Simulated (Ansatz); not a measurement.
# InHCl₂ (singlet): correlated methods under varied settings at a displaced geometry (v2)

What do other methods and options give for InHCl₂ (singlet) at this geometry, and how long do they take?

The runs use Ansatz 0.2.0, Gaussian basis; the settings change from run to run.

10 further runs of the same task are left out: 1 for a known fault of the program, 5 that didn't finish, 4 set aside as unsound or not needed.

**1. The geometry**

The geometry is a PBE0/def2-TZVP stationary point (not a proven minimum) with its atoms shifted at random (size 0.100 Å). No spin-orbit coupling is included. Elements past krypton take def2 core potentials.

4 atoms, charge 0, spin multiplicity 1.

Atoms are counted from 1 here; the program's logs count them from 0.

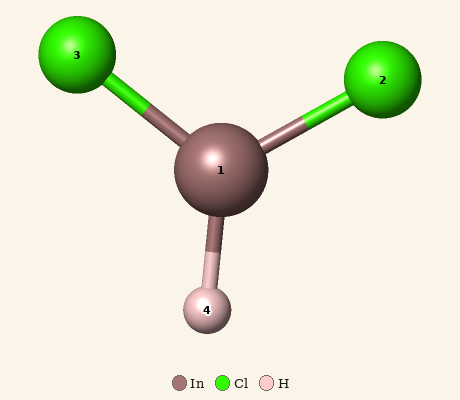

The structure; indium brown, chlorine green, hydrogen pink; atoms are numbered from 1 in the order of the file.

**2. MP2 on RHF/def2-SVP**

The input, in.yaml:

```yaml
crystal:
  periodic: [false, false, false]
  atoms:
    - {symbol: In, position_ang: [0.048087, -0.477528, -0.002966]}
    - {symbol: Cl, position_ang: [-0.116787, 0.821475, -1.911012]}
    - {symbol: Cl, position_ang: [-0.040167, 0.789052, 1.920088]}
    - {symbol: H, position_ang: [0.042942, -2.251282, 0.018662]}
basis:
  gaussian: {orbitals: def2-SVP}
magnetization: {spin_polarized: false}
correlation: {method: mp2, electrons: valence}
```

Launch:

```sh
$ ansatz run in.yaml --threads 1 --pin off --events-out ev --progress --plain --max-ram 2393MiB
```

Output:

```text
Functional definition: HF
  name "HF"
  cite "Fock, Z. Phys. 61, 126 (1930) doi:10.1007/BF01340294"
  parent pbe
  exchange = exact_x
  correlation = 0
706 factors; integrals over basis functions are off by at most 3.8e-4 eV
mean field evaluation 1: about -30165.1741 eV, gradient 1.8e1 eV
mean field evaluation 2: about -30165.1900 eV, gradient 1.8e1 eV
mean field evaluation 4: about -30166.4778 eV, gradient 1.2e0 eV
mean field evaluation 8: about -30166.4878 eV, gradient 6.9e-4 eV
mean field -30166.48784425 eV, -1108.5979806962 hartree, gradient 4.9e-6 eV, S^2 0.000000; 0 other end points of the search recorded, 0 dependent functions left out
14 core orbitals not correlated: weight in the atoms' cores, before any rotation towards them, 1.000 or more for the frozen orbitals, at most 0.000 for the correlated occupied ones
reference -30166.48784425 eV, -1108.5979806962 hartree; 14, 14 occupied and 39, 39 virtual orbitals, 706 factors
second order -9.36162695 eV of doubles, -0.00000000 eV of singles
Total energy: -30175.84947120 eV, -1108.9420141412 hartree
```

Run time: 0.48 s. Hardware: 1 thread of Intel Xeon 6975P-C, shared host.

**3. BCCD(T) on RHF/def2-SVP**

in.yaml: that of step 2 with these lines changed.

```diff
@@ -8,4 +8,5 @@
 basis:
-  gaussian: {orbitals: def2-SVP}
+  gaussian: {orbitals: def2-SVP, fitting: {mean_field: def2-universal-jkfit}}
 magnetization: {spin_polarized: false}
-correlation: {method: mp2, electrons: valence}
+correlation: {method: bccd_t, electrons: valence}
+output: {forces: true}
```

Same command.

Output (excerpt; [...] marks lines left out):

```text
Functional definition: HF
  name "HF"
  cite "Fock, Z. Phys. 61, 126 (1930) doi:10.1007/BF01340294"
  parent pbe
[...]
492 factors; integrals over basis functions are off by at most 4.0e-1 eV
[...]
mean field -30166.48586254 eV, -1108.5979078698 hartree, gradient 2.2e-6 eV, S^2 0.000000; 0 other end points of the search recorded, 0 dependent functions left out
14 core orbitals not correlated: weight in the atoms' cores, before any rotation towards them, 1.000 or more for the frozen orbitals, at most 0.000 for the correlated occupied ones
reference -30166.48586254 eV, -1108.5979078698 hartree; 14, 14 occupied and 39, 39 virtual orbitals, 492 factors
second order -9.35984151 eV of doubles, -0.00000000 eV of singles
cycle   1  -10.00921704 eV  change   -6.5e-1 eV  update   7.0e-2
[...]
cycle  10  -10.25854509 eV  change    2.3e-6 eV  update   3.3e-6
perturbative correction -0.24914590 eV, -0.0091559429 hartree
[...]
Total energy: -30176.99355353 eV, -1108.9840583913 hartree
Atom 0 at     0.048087    -0.477528    -0.002966 Å, force    -0.148031    -1.293226    -0.104638 eV/Å
Atom 1 at    -0.116787     0.821475    -1.911012 Å, force     0.025862     0.235122    -0.450731 eV/Å
Atom 2 at    -0.040167     0.789052     1.920088 Å, force     0.036056     0.352215     0.596829 eV/Å
Atom 3 at     0.042942    -2.251282     0.018662 Å, force     0.086113     0.705889    -0.041461 eV/Å
Dipole moment:     0.086688    -0.439850    -0.008963 e Å
```

It took 4.8 s on 1 thread of Intel Xeon 6975P-C, shared host.

From the report: correlation -10.5077 eV; largest double amplitude 0.04.

**4. HF/def2-SVP**

in.yaml: that of step 3 with these lines changed.

```diff
@@ -8,5 +8,5 @@
 basis:
-  gaussian: {orbitals: def2-SVP, fitting: {mean_field: def2-universal-jkfit}}
-magnetization: {spin_polarized: false}
-correlation: {method: bccd_t, electrons: valence}
-output: {forces: true}
+  gaussian: {orbitals: def2-SVP}
+magnetization: {spin_polarized: true, initial_magnetization: 0}
+hamiltonian: {xc: hf}
+output: {forces: true, orbitals: {seedname: orbitals}}
```

Launched as before.

Output (excerpt; [...] marks lines left out):

```text
Functional definition: HF
  name "HF"
  cite "Fock, Z. Phys. 61, 126 (1930) doi:10.1007/BF01340294"
  parent pbe
[...]
706 factors; integrals over basis functions are off by at most 3.8e-4 eV
[...]
mean field -30166.48784425 eV, -1108.5979806962 hartree, gradient 1.1e-5 eV, S^2 0.000000; 0 other end points of the search recorded, 0 dependent functions left out
[...]
reference -30166.48784425 eV, -1108.5979806962 hartree; 28, 28 occupied and 39, 39 virtual orbitals, 706 factors
Total energy: -30166.48784425 eV, -1108.5979806962 hartree
Atom 0 at     0.048087    -0.477528    -0.002966 Å, force    -0.167771    -1.430175    -0.101133 eV/Å
Atom 1 at    -0.116787     0.821475    -1.911012 Å, force     0.030979     0.241327    -0.465527 eV/Å
Atom 2 at    -0.040167     0.789052     1.920088 Å, force     0.041498     0.364839     0.614669 eV/Å
Atom 3 at     0.042942    -2.251282     0.018662 Å, force     0.095295     0.824009    -0.048009 eV/Å
Dipole moment:     0.106068    -0.535540    -0.010575 e Å
```

It took 0.84 s on 1 thread of Intel Xeon 6975P-C, shared host.

From the report: ⟨S²⟩ of the determinant 0.000 (pure singlet: 0.00).

**5. CCSD on UHF/def2-SVP**

in.yaml: that of step 4 with these lines changed.

```diff
@@ -10,3 +10,3 @@
 magnetization: {spin_polarized: true, initial_magnetization: 0}
-hamiltonian: {xc: hf}
-output: {forces: true, orbitals: {seedname: orbitals}}
+correlation: {method: ccsd, electrons: outside_noble_gas}
+scf: {lower_state_search: off}
```

The command is unchanged.

Output (excerpt; [...] marks lines left out):

```text
Functional definition: HF
  name "HF"
  cite "Fock, Z. Phys. 61, 126 (1930) doi:10.1007/BF01340294"
  parent pbe
[...]
706 factors; integrals over basis functions are off by at most 3.8e-4 eV
[...]
mean field -30166.48784425 eV, -1108.5979806962 hartree, gradient 4.1e-6 eV, S^2 0.000000; 0 other end points of the search recorded, 0 dependent functions left out
19 core orbitals not correlated: weight in the atoms' cores, before any rotation towards them, 0.718 or more for the frozen orbitals, at most 0.278 for the correlated occupied ones
reference -30166.48784425 eV, -1108.5979806962 hartree; 9, 9 occupied and 39, 39 virtual orbitals, 706 factors
second order -8.62259519 eV of doubles, -0.00000000 eV of singles
cycle   1  -9.26386643 eV  change   -6.4e-1 eV  update   6.4e-2
[...]
cycle   8  -9.49971299 eV  change   -1.9e-5 eV  update   2.2e-5
Total energy: -30175.98755723 eV, -1108.9470887093 hartree
Checks for a lower state left out: stability, starts, cluster_reference, orbital_swaps, neighbouring_geometries, increment
```

Run time: 1.3 s. Hardware: 1 thread of Intel Xeon 6975P-C, shared host.

From the report: ⟨S²⟩ of the determinant 0.000 (pure singlet: 0.00); correlation -9.4997 eV; T1 0.011; largest double amplitude 0.03.

**6. BCCD on RHF/def2-mTZVP**

The input, in.yaml:

```yaml
crystal:
  periodic: [false, false, false]
  atoms:
    - {symbol: In, position_ang: [0.048087, -0.477528, -0.002966]}
    - {symbol: Cl, position_ang: [-0.116787, 0.821475, -1.911012]}
    - {symbol: Cl, position_ang: [-0.040167, 0.789052, 1.920088]}
    - {symbol: H, position_ang: [0.042942, -2.251282, 0.018662]}
basis:
  gaussian: {orbitals: def2-mTZVP, point_charges: [{charge: -0.50, position_ang: [4.856, -0.214, 0.171]}]}
magnetization: {spin_polarized: false}
correlation: {method: bccd, electrons: outside_noble_gas, diis_vectors: 12}
output: {forces: true}
```

Same command.

Output (excerpt; [...] marks lines left out):

```text
Functional definition: HF
  name "HF"
  cite "Fock, Z. Phys. 61, 126 (1930) doi:10.1007/BF01340294"
  parent pbe
[...]
842 factors; integrals over basis functions are off by at most 3.3e-4 eV
[...]
mean field -30175.11122147 eV, -1108.9148839639 hartree, gradient 1.6e-6 eV, S^2 0.000000; 0 other end points of the search recorded, 0 dependent functions left out
19 core orbitals not correlated: weight in the atoms' cores, before any rotation towards them, 0.683 or more for the frozen orbitals, at most 0.313 for the correlated occupied ones
reference -30175.11122147 eV, -1108.9148839639 hartree; 9, 9 occupied and 55, 55 virtual orbitals, 842 factors
second order -8.97111797 eV of doubles, -0.00000000 eV of singles
cycle   1  -9.55259631 eV  change   -5.8e-1 eV  update   6.4e-2
[...]
cycle   9  -9.76500408 eV  change    2.7e-6 eV  update   8.2e-6
[...]
Total energy: -30184.87622555 eV, -1109.2737412450 hartree
Atom 0 at     0.048087    -0.477528    -0.002966 Å, force     0.219191    -1.078606    -0.076351 eV/Å
Atom 1 at    -0.116787     0.821475    -1.911012 Å, force    -0.068071     0.263532    -0.463667 eV/Å
Atom 2 at    -0.040167     0.789052     1.920088 Å, force    -0.067729     0.369484     0.588929 eV/Å
Atom 3 at     0.042942    -2.251282     0.018662 Å, force     0.015951     0.476825    -0.040179 eV/Å
Dipole moment:     0.196819    -0.554793    -0.003440 e Å
```

It took 4.6 s on 1 thread of Intel Xeon 6975P-C, shared host; peak memory 0.33 GiB.

From the report: correlation -9.7650 eV; largest double amplitude 0.03.

**7. The runs in one table**

Where basis and cores are those of an earlier RCCSDT(Q)/def2-SVP run (-30176.2145 eV), and the state is the same kind, the miss against it is given.

| level | correlated | functions | energy (eV) | from RCCSDT(Q) (meV) | time |
| --- | --- | --- | --- | --- | --- |
| MP2 on RHF/def2-SVP | valence | 67 | -30175.8495 |  | 0.48 s |
| BCCD(T) on RHF/def2-SVP | valence | 67 | -30176.9936 |  | 4.8 s |
| HF/def2-SVP |  | 67 | -30166.4878 | 9726.7 | 0.84 s |
| CCSD on UHF/def2-SVP | outside noble gas | 67 | -30175.9876 | 227.0 | 1.3 s |
| BCCD on RHF/def2-mTZVP (beside a point charge) | outside noble gas | 83 | -30184.8762 |  | 4.6 s |

**8. Summary of results**

```
quantity                           value
    runs                               5
quickest     MP2 on RHF/def2-SVP, 0.48 s
 slowest  BCCD(T) on RHF/def2-SVP, 4.8 s
```

Total energies in different bases, with other cores or another treatment of relativity can't be set against each other. BCCD(T) on RHF/def2-SVP took 10 times as long as MP2 on RHF/def2-SVP; the jobs differ in more than the method. Hartree-Fock, CASSCF and CASCI lack dynamic correlation by design.
